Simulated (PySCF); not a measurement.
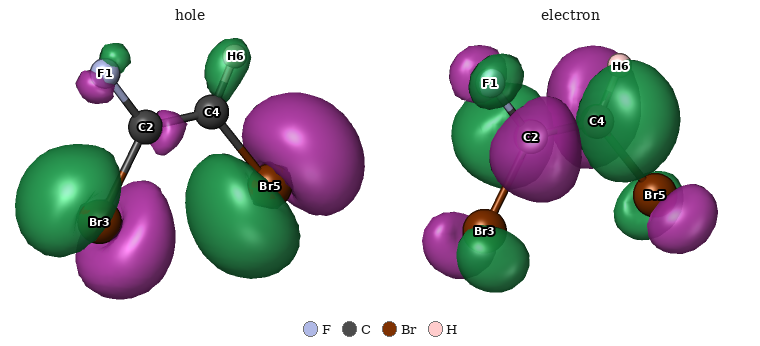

Figure 1: C₂HBr₂F, SMILES `F/C(Br)=C/Br`. Leading natural transition orbital pair of S₅ (full linear response singlet states); the surfaces enclose about 85 % of each orbital's density.

Level of theory: CAM-B3LYP/def2-SVP (PySCF), at a geometry from GFN2-xTB. No frequency check shows the geometry to be a minimum. GFN2-xTB bond lengths at metals and heavier atoms can be off by up to 0.1 Å and shapes distorted, which carries into these values. Without diffuse functions Rydberg states are missing, so the states' numbers hold for this basis only.

Input

```python
import numpy as np
from pyscf import gto, scf, dft, tdscf
from pyscf.scf import atom_ks, atom_hf
from scipy.linalg import block_diag

def solve(mol, dm0=None, hcore=None):
    mf = (dft.UKS if mol.spin else dft.RKS)(mol, xc='camb3lyp')
    mf.grids.level = 3
    mf = mf.density_fit(auxbasis='def2-universal-jkfit')
    mf.conv_tol, mf.max_cycle = 1e-8, 80
    if hcore is not None:
        mf.get_hcore = lambda *args: hcore
    mf.kernel(dm0)
    if not mf.converged:
        mf = mf.newton().run(mf.mo_coeff, mf.mo_occ, max_cycle=30)
    assert mf.converged, 'SCF not converged'
    return mf

mol = gto.M(atom='''
F      1.53982    -1.97068     0.00000
C      0.67458    -0.95881     0.00000
Br     1.50434     0.72605     0.00000
C     -0.63371    -1.18109     0.00000
Br    -1.87765     0.20984     0.00000
H     -1.03758    -2.18092     0.00000
''', basis='def2-svp', charge=0, spin=0, verbose=4)
mf = solve(mol)
td = mf.TDDFT()
td.nstates, td.singlet, td.conv_tol = 6, True, 1e-5
td.kernel()
td.analyze()
x, y = np.array([p[0] for p in td.xy]), np.array([p[1] + 0 * p[0] for p in td.xy])
f, mu = td.oscillator_strength(), td.transition_dipole()
nto = [td.get_nto(state=i + 1, verbose=4) for i in range(len(td.e))]
# spherically averaged free atoms, for the promolecule
atm = atom_ks.get_atm_nrks(mol, xc='camb3lyp')
pro = block_diag(*[(atm[a[0]][2] * atm[a[0]][3]) @ atm[a[0]][2].T for a in mol._atom])
np.savez('result.npz', e=td.e, f=f, ok=td.converged, w=[n[0] for n in nto], nto=[n[1] for n in nto], x=x, y=y, c=mf.mo_coeff, occ=mf.mo_occ, eps=mf.mo_energy, pro=pro, mu=mu)
```

Launched as:

```sh
OMP_NUM_THREADS=1 python input.py
```

The run took 8.5 min on 1 thread of Intel(R) Xeon(R) Processor @ 2.50GHz (Skylake/Cascade Lake), with other jobs on the host, peak memory 0.73 GiB.

**Where does the state lie, and where do hole and electron sit?**

6.87 eV (180 nm), f = 0.000 (dark); the leading pair carries 100 %; hole on Br5 (61 %) and Br3 (32 %), electron on C2 (36 %), C4 (33 %) and Br3 and Br5 (10 % each); their centroids lie 1.4 Å apart. In canonical orbitals it is mainly HOMO−1 → LUMO (100 %). The HOMO–LUMO gap is 9.33 eV.
